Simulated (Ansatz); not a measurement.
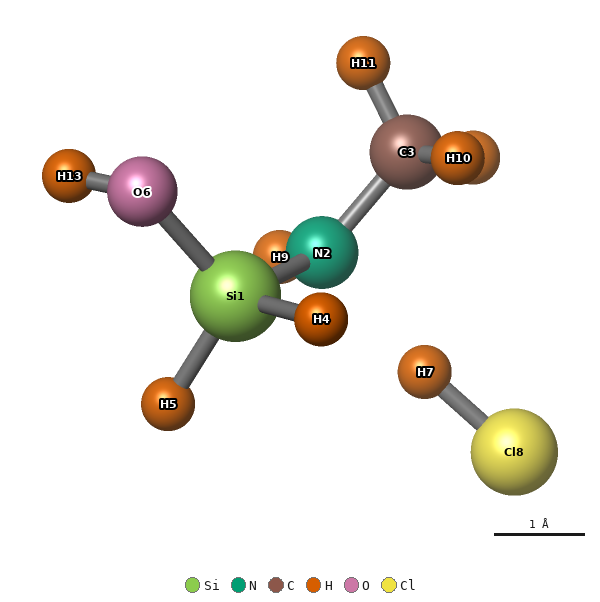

**Figure 1.** The starting structure (ball-and-stick view, seen at a tilt; atoms are numbered from 1 in the order of the input).

# Nudged elastic band of CH₈ClNOSi (part 1 of 2)

CH₈ClNOSi, computed with RKS B3LYP-D4/def2-SVP (Ansatz 0.2.0).

It belongs to a series of runs on one base structure; here: band between the two ends. Figures and captions count atoms from 1; the log counts them from 0 in places.

**The input**
```yaml
crystal:
  periodic: [false, false, false]
  atoms:
    - { symbol: Si, position_ang: [-0.726931, 0.057664, 1.147456] }
    - { symbol: "N", position_ang: [0.270055, -0.456596, -0.206253] }
    - { symbol: C, position_ang: [0.250905, 0.256277, -1.487166] }
    - { symbol: H, position_ang: [-0.404336, 1.48012, 1.389171] }
    - { symbol: H, position_ang: [-0.353185, -0.861747, 2.257368] }
    - { symbol: O, position_ang: [-2.371498, 0.032148, 0.872631] }
    - { symbol: H, position_ang: [1.889939, -0.032541, 0.33006] }
    - { symbol: Cl, position_ang: [3.12043, 0.417405, 0.605912] }
    - { symbol: H, position_ang: [0.369579, -1.464544, -0.323589] }
    - { symbol: H, position_ang: [0.263435, 1.340568, -1.297056] }
    - { symbol: H, position_ang: [-0.639971, 0.031364, -2.100068] }
    - { symbol: H, position_ang: [1.153713, 0.020077, -2.07257] }
    - { symbol: H, position_ang: [-2.822134, -0.820294, 0.884106] }
basis:
  gaussian: { orbitals: def2-SVP }
hamiltonian:
  xc: b3lyp
  dispersion: d4
neb:
  order_check: false
  images: 7
  f_tol: 0.05
  max_iterations: 60
  final_atoms:
    - { symbol: Si, position_ang: [-0.50918077, 0.65512439, 2.19566389] }
    - { symbol: "N", position_ang: [0.22039122, -1.0368978, -0.90725638] }
    - { symbol: C, position_ang: [0.34835057, 0.05161517, -1.88119603] }
    - { symbol: H, position_ang: [-1.16437412, 1.86118931, 2.75733831] }
    - { symbol: H, position_ang: [-0.26074326, -0.34953611, 3.26779255] }
    - { symbol: O, position_ang: [-1.37773554, 0.09075796, 0.93409757] }
    - { symbol: H, position_ang: [1.10442967, -1.1742113, -0.41413771] }
    - { symbol: Cl, position_ang: [1.4199797, 1.21502066, 1.54405307] }
    - { symbol: H, position_ang: [-0.00550011, -1.92057835, -1.36526453] }
    - { symbol: H, position_ang: [0.61796125, 0.97363785, -1.34626268] }
    - { symbol: H, position_ang: [-0.62233244, 0.22114361, -2.37188818] }
    - { symbol: H, position_ang: [1.10636496, -0.12959418, -2.66594116] }
    - { symbol: H, position_ang: [-0.87761014, -0.45777021, 0.25300329] }
  initial_path:
    images:
      - { positions_ang: [[-0.726931, 0.057664, 1.147456], [0.270055, -0.456596, -0.206253], [0.250905, 0.256277, -1.487166], [-0.404336, 1.48012, 1.389171], [-0.353185, -0.861747, 2.257368], [-2.371498, 0.032148, 0.872631], [1.889939, -0.032541, 0.33006], [3.12043, 0.417405, 0.605912], [0.369579, -1.464544, -0.323589], [0.263435, 1.340568, -1.297056], [-0.639971, 0.031364, -2.100068], [1.153713, 0.020077, -2.07257], [-2.822134, -0.820294, 0.884106]] }
      - { positions_ang: [[-0.63301356, 0.08817191, 1.20490403], [0.33729658, -0.46416295, -0.26209605], [0.22632215, 0.2426902, -1.52490518], [-0.38371988, 1.51559662, 1.40356624], [-0.31190954, -0.88460053, 2.2605578], [-2.25627791, 0.05953576, 0.8749595], [1.84917986, -0.06195186, 0.26606762], [2.86818374, 0.41675562, 0.87707034], [0.40722165, -1.47141102, -0.37823664], [0.25103336, 1.32380405, -1.33888567], [-0.69966034, 0.01251609, -2.05230891], [1.06673443, 0.00041915, -2.17340295], [-2.72138955, -0.77746205, 0.84271186]] }
      - { positions_ang: [[-0.53909611, 0.11867981, 1.26235206], [0.40453817, -0.4717299, -0.3179391], [0.2017393, 0.2291034, -1.56264437], [-0.36310376, 1.55107324, 1.41796148], [-0.27063407, -0.90745406, 2.26374761], [-2.14105783, 0.08692353, 0.87728799], [1.80842073, -0.09136271, 0.20207525], [2.61593749, 0.41610624, 1.14822868], [0.4448643, -1.47827804, -0.43288428], [0.23863171, 1.30704011, -1.38071533], [-0.75934968, -0.00633183, -2.00454982], [0.97975586, -0.01923869, -2.2742359], [-2.6206451, -0.7346301, 0.80131772]] }
      - { positions_ang: [[-0.44517867, 0.14918772, 1.3198001], [0.47177975, -0.47929685, -0.37378215], [0.17715645, 0.2155166, -1.60038355], [-0.34248764, 1.58654986, 1.43235672], [-0.22935861, -0.93030759, 2.26693741], [-2.02583774, 0.11431129, 0.87961649], [1.76766159, -0.12077357, 0.13808287], [2.36369123, 0.41545686, 1.41938702], [0.48250694, -1.48514506, -0.48753192], [0.22623007, 1.29027616, -1.422545], [-0.81903901, -0.02517974, -1.95679074], [0.89277729, -0.03889654, -2.37506885], [-2.51990065, -0.69179816, 0.75992358]] }
      - { positions_ang: [[-0.35126123, 0.17969562, 1.37724813], [0.53902133, -0.4868638, -0.42962519], [0.1525736, 0.2019298, -1.63812273], [-0.32187152, 1.62202649, 1.44675196], [-0.18808314, -0.95316111, 2.27012722], [-1.91061766, 0.14169906, 0.88194499], [1.72690245, -0.15018443, 0.0740905], [2.11144498, 0.41480748, 1.69054536], [0.52014959, -1.49201208, -0.54217956], [0.21382842, 1.27351222, -1.46437466], [-0.87872835, -0.04402765, -1.90903165], [0.80579872, -0.05855438, -2.4759018], [-2.4191562, -0.64896621, 0.71852944]] }
      - { positions_ang: [[-0.39074111, 0.29855281, 1.58185207], [0.4593638, -0.6243723, -0.54903299], [0.20151784, 0.16435114, -1.69889106], [-0.53249717, 1.68181719, 1.77439855], [-0.20624817, -0.80225486, 2.51954355], [-1.77739713, 0.12896378, 0.89498313], [1.57128426, -0.40619115, -0.04796655], [1.93857866, 0.61486078, 1.65392229], [0.38873717, -1.59915364, -0.74795081], [0.31486163, 1.19854362, -1.43484667], [-0.81462937, 0.02226516, -2.02474578], [0.88094028, -0.07631433, -2.52341164], [-2.03376968, -0.60116721, 0.6021479]] }
      - { positions_ang: [[-0.430221, 0.41741001, 1.78645601], [0.37970628, -0.7618808, -0.66844079], [0.25046209, 0.12677248, -1.75965938], [-0.74312282, 1.7416079, 2.10204514], [-0.2244132, -0.65134861, 2.76895988], [-1.6441766, 0.11622851, 0.90802128], [1.41566606, -0.66219786, -0.17002361], [1.76571234, 0.81491407, 1.61729922], [0.25732474, -1.70629521, -0.95372205], [0.41589484, 1.12357503, -1.40531867], [-0.75053039, 0.08855798, -2.14045991], [0.95608184, -0.09407428, -2.57092148], [-1.64838317, -0.55336821, 0.48576636]] }
      - { positions_ang: [[-0.46970088, 0.5362672, 1.99105995], [0.30004875, -0.8993893, -0.78784859], [0.29940633, 0.08919383, -1.82042771], [-0.95374847, 1.8013986, 2.42969172], [-0.24257823, -0.50044236, 3.01837622], [-1.51095607, 0.10349324, 0.92105942], [1.26004787, -0.91820458, -0.29208066], [1.59284602, 1.01496737, 1.58067614], [0.12591232, -1.81343678, -1.15949329], [0.51692804, 1.04860644, -1.37579068], [-0.68643142, 0.15485079, -2.25617404], [1.0312234, -0.11183423, -2.61843132], [-1.26299665, -0.50556921, 0.36938483]] }
      - { positions_ang: [[-0.50918077, 0.65512439, 2.19566389], [0.22039122, -1.0368978, -0.90725638], [0.34835057, 0.05161517, -1.88119603], [-1.16437412, 1.86118931, 2.75733831], [-0.26074326, -0.34953611, 3.26779255], [-1.37773554, 0.09075796, 0.93409757], [1.10442967, -1.1742113, -0.41413771], [1.4199797, 1.21502066, 1.54405307], [-0.00550011, -1.92057835, -1.36526453], [0.61796125, 0.97363785, -1.34626268], [-0.62233244, 0.22114361, -2.37188818], [1.10636496, -0.12959418, -2.66594116], [-0.87761014, -0.45777021, 0.25300329]] }
```

Command:
```bash
ansatz run input.yaml --threads 2 --pin off --max-ram 3072MiB --backend cpu --events-out ev --progress --plain --runs-dir out
```

**What the program printed**
```
Engine: ansatz 0.2.0, x86_64-unknown-linux-gnu
Functional definition: B3LYP
  parameter a0 = 0.2
  parameter ax = 0.72
  parameter ac = 0.81
  exchange = (1 - a0 - ax)*slater_x + ax*b88_x + a0*exact_x
  correlation = (1 - ac)*vwn_rpa_c + ac*lyp_c
1245 factors; integrals over basis functions are off by at most 4.1e-4 eV
mean field evaluation 1: about -25088.7096 eV, gradient 6.8e1 eV
mean field evaluation 2: about -25076.0007 eV, gradient 1.0e2 eV
mean field evaluation 4: about -25097.6732 eV, gradient 3.5e0 eV
mean field evaluation 8: about -25097.7142 eV, gradient 8.2e-2 eV
mean field evaluation 16: about -25097.7142 eV, gradient 1.9e-5 eV
mean field -25097.71420022 eV, -922.3239850162 hartree, gradient 1.9e-5 eV, S^2 0.000000; 0 other end points of the search recorded, 0 dependent functions left out
the calculation of the forces begins
reference -25097.71446607 eV, -922.3239947862 hartree; 30, 30 occupied and 88, 88 virtual orbitals, 1245 factors
1246 factors; integrals over basis functions are off by at most 1.1e-3 eV
mean field evaluation 32: about -25098.4526 eV, gradient 4.2e-5 eV
mean field -25098.45263974 eV, -922.3511221684 hartree, gradient 4.2e-5 eV, S^2 0.000000; 0 other end points of the search recorded, 0 dependent functions left out
[... from here on the field's lines of each further geometry are left out, up to the last ...]
NEB iter   1: max|band force component| = 1.443e1 eV/Å  barrier→ = 2.3158 eV  barrier← = 3.0383 eV  Δτ_max = 0.2000 Å  (235 SCF iters)
NEB iter   2: max|band force component| = 2.909e0 eV/Å  barrier→ = 0.7393 eV  barrier← = 1.4618 eV  Δτ_max = 0.2000 Å  (199 SCF iters)
NEB iter   3: max|band force component| = 4.147e0 eV/Å  barrier→ = 0.5171 eV  barrier← = 1.2396 eV  Δτ_max = 0.1001 Å  (202 SCF iters)
NEB iter   4: max|band force component| = 8.134e-1 eV/Å  barrier→ = 0.4355 eV  barrier← = 1.1580 eV  Δτ_max = 0.2000 Å  (194 SCF iters)
NEB iter   5: max|band force component| = 2.357e0 eV/Å  barrier→ = 0.3959 eV  barrier← = 1.1184 eV  Δτ_max = 0.1008 Å  (194 SCF iters)
NEB iter   6: max|band force component| = 5.698e-1 eV/Å  barrier→ = 0.2919 eV  barrier← = 1.0145 eV  Δτ_max = 0.2000 Å  (189 SCF iters)
NEB iter   7: max|band force component| = 8.764e-1 eV/Å  barrier→ = 0.3279 eV  barrier← = 1.0504 eV  Δτ_max = 0.1006 Å  (195 SCF iters)
NEB iter   8: max|band force component| = 3.617e-1 eV/Å  barrier→ = 0.2981 eV  barrier← = 1.0206 eV  CI = image 2  Δτ_max = 0.1996 Å  (192 SCF iters)
NEB iter   9: max|band force component| = 7.455e-1 eV/Å  barrier→ = 0.2370 eV  barrier← = 0.9595 eV  CI = image 2  Δτ_max = 0.0993 Å  (195 SCF iters)
NEB iter  10: max|band force component| = 3.626e-1 eV/Å  barrier→ = 0.2119 eV  barrier← = 0.9344 eV  CI = image 2  Δτ_max = 0.1949 Å  (193 SCF iters)
NEB iter  11: max|band force component| = 1.047e0 eV/Å  barrier→ = 0.2517 eV  barrier← = 0.9742 eV  CI = image 2  Δτ_max = 0.0989 Å  (198 SCF iters)
NEB iter  12: max|band force component| = 1.992e-1 eV/Å  barrier→ = 0.2194 eV  barrier← = 0.9419 eV  CI = image 2  Δτ_max = 0.1090 Å  (193 SCF iters)
NEB iter  13: max|band force component| = 1.840e-1 eV/Å  barrier→ = 0.2145 eV  barrier← = 0.9370 eV  CI = image 2  Δτ_max = 0.1259 Å  (193 SCF iters)
NEB iter  14: max|band force component| = 1.705e-1 eV/Å  barrier→ = 0.2125 eV  barrier← = 0.9351 eV  CI = image 2  Δτ_max = 0.0701 Å  (197 SCF iters)
NEB iter  15: max|band force component| = 1.452e-1 eV/Å  barrier→ = 0.2116 eV  barrier← = 0.9341 eV  CI = image 2  Δτ_max = 0.1970 Å  (188 SCF iters)
NEB iter  16: max|band force component| = 3.913e-1 eV/Å  barrier→ = 0.2112 eV  barrier← = 0.9337 eV  CI = image 2  Δτ_max = 0.0995 Å  (190 SCF iters)
NEB iter  17: max|band force component| = 1.164e-1 eV/Å  barrier→ = 0.2109 eV  barrier← = 0.9334 eV  CI = image 2  Δτ_max = 0.0513 Å  (184 SCF iters)
NEB iter  18: max|band force component| = 9.022e-2 eV/Å  barrier→ = 0.2107 eV  barrier← = 0.9332 eV  CI = image 2  Δτ_max = 0.0778 Å  (169 SCF iters)
NEB iter  19: max|band force component| = 9.547e-2 eV/Å  barrier→ = 0.2106 eV  barrier← = 0.9331 eV  CI = image 2  Δτ_max = 0.0392 Å  (185 SCF iters)
the calculation of the forces begins
reference -25098.33959184 eV, -922.3469677346 hartree; 30, 30 occupied and 88, 88 virtual orbitals, 1246 factors
1246 factors; integrals over basis functions are off by at most 8.7e-4 eV
mean field evaluation 1088: about -25097.1376 eV, gradient 1.2e1 eV
mean field -25097.46992072 eV, -922.3150079104 hartree, gradient 1.7e-5 eV, S^2 0.000000; 1 other end points of the search recorded, 0 dependent functions left out
the calculation of the forces begins
reference -25097.47017965 eV, -922.3150174258 hartree; 30, 30 occupied and 88, 88 virtual orbitals, 1246 factors
NEB iter  20: max|band force component| = 4.778e-2 eV/Å  barrier→ = 0.2106 eV  barrier← = 0.9331 eV  CI = image 2  Δτ_max = 0.0000 Å  (369 SCF iters)
```
